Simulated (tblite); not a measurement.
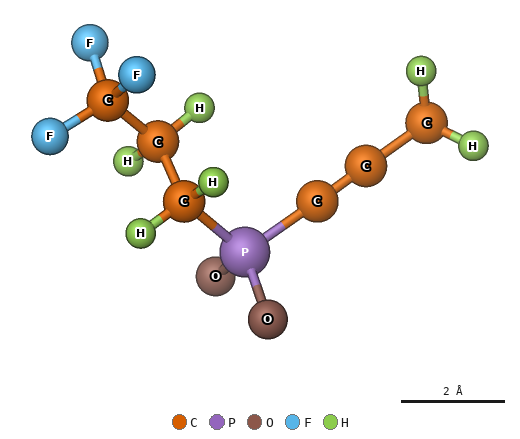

C$_{6}$H$_{7}$F$_{3}$O$_{2}$P (charge −1), before the relaxation. A ball-and-stick model, seen at a tilt.

Level of theory: tblite, GFN2-xTB geometry optimisation, gas phase.

```xyz
19

C     3.8624   -0.0757   -0.3257
C     2.5052   -0.6131   -0.0271
C     1.4138   -1.0570    0.2223
P    -0.2038   -1.6901    0.5602
O    -0.5717   -2.6083   -0.5674
O    -0.2039   -2.5254    2.0440
C    -1.3668   -0.2992    0.7387
C    -1.4939    0.4933   -0.5182
C    -2.4583    1.6308   -0.3602
F    -2.0591    2.5183    0.6401
F    -3.7499    1.2420   -0.0411
F    -2.4416    2.3810   -1.5382
H     4.5826   -0.3956    0.4348
H     4.0808   -0.4395   -1.3551
H     3.8418    1.0541   -0.2987
H    -2.3690   -0.6513    1.0770
H    -0.9273    0.3565    1.5305
H    -0.5137    0.8639   -0.9086
H    -1.9375   -0.1753   -1.3148
```

Question: Predict the outcome.

Answer: After 68 geometry steps the energy has fallen by 140.2 kJ/mol. The largest move after the best rigid fit is that of O5, 0.27 Å. By element the largest moves are O 0.27 Å, H 0.23 Å, F 0.20 Å, C 0.16 Å, P 0.13 Å. Near-neighbour distances that change, for instance: P4–O6 1.703 → 1.485 Å, P4–C7 1.822 → 1.872 Å, C9–F10 1.396 → 1.350 Å, C3–P4 1.770 → 1.812 Å. Bond angles that change, for instance: C3–P4–C7 109.2° → 97.0°, O5–P4–O6 110.8° → 120.1°, C2–C3–P4 178.8° → 170.4°.

Step by step:

```json
{"step": "0", "E − E(0), kJ/mol": "0.00"}
{"step": "1", "E − E(0), kJ/mol": "-110.31"}
{"step": "2", "E − E(0), kJ/mol": "-117.75"}
{"step": "3", "E − E(0), kJ/mol": "-124.65"}
{"step": "4", "E − E(0), kJ/mol": "-128.32"}
{"step": "5", "E − E(0), kJ/mol": "-131.29"}
{"step": "6", "E − E(0), kJ/mol": "-132.82"}
{"step": "7", "E − E(0), kJ/mol": "-133.92"}
{"step": "8", "E − E(0), kJ/mol": "-134.96"}
{"step": "9", "E − E(0), kJ/mol": "-135.44"}
{"step": "10", "E − E(0), kJ/mol": "-135.94"}
{"step": "13", "E − E(0), kJ/mol": "-136.73"}
{"step": "16", "E − E(0), kJ/mol": "-137.32"}
{"step": "19", "E − E(0), kJ/mol": "-138.06"}
{"step": "22", "E − E(0), kJ/mol": "-138.78"}
{"step": "25", "E − E(0), kJ/mol": "-139.22"}
{"step": "28", "E − E(0), kJ/mol": "-139.49"}
{"step": "31", "E − E(0), kJ/mol": "-139.65"}
{"step": "34", "E − E(0), kJ/mol": "-139.81"}
{"step": "37", "E − E(0), kJ/mol": "-139.91"}
{"step": "41", "E − E(0), kJ/mol": "-139.98"}
{"step": "44", "E − E(0), kJ/mol": "-140.01"}
{"step": "47", "E − E(0), kJ/mol": "-140.04"}
{"step": "50", "E − E(0), kJ/mol": "-140.07"}
{"step": "53", "E − E(0), kJ/mol": "-140.09"}
{"step": "56", "E − E(0), kJ/mol": "-140.13"}
{"step": "59", "E − E(0), kJ/mol": "-140.18"}
{"step": "62", "E − E(0), kJ/mol": "-140.21"}
{"step": "65", "E − E(0), kJ/mol": "-140.23"}
{"step": "68", "E − E(0), kJ/mol": "-140.24"}
```

The structure at the end:

```xyz
19

C     3.7339   -0.0451   -0.3201
C     2.4103   -0.5688   -0.0254
C     1.2969   -0.9506    0.2233
P    -0.2652   -1.8036    0.5656
O    -0.7517   -2.4492   -0.6839
O    -0.1330   -2.6002    1.8115
C    -1.3001   -0.2724    0.8662
C    -1.4141    0.4481   -0.4607
C    -2.3704    1.6079   -0.4205
F    -2.0138    2.5702    0.4570
F    -3.6286    1.2661   -0.0880
F    -2.4786    2.2469   -1.6123
H     4.4513   -0.4020    0.4211
H     4.0563   -0.3769   -1.3089
H     3.7235    1.0468   -0.3018
H    -2.2789   -0.6175    1.2089
H    -0.8589    0.3588    1.6377
H    -0.4337    0.8206   -0.7668
H    -1.7551   -0.2699   -1.2105
```

After the run, drawn alike:

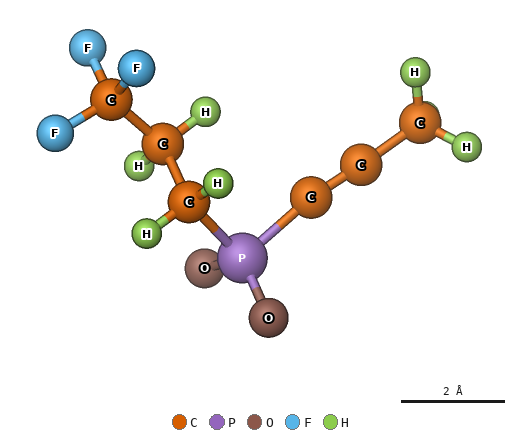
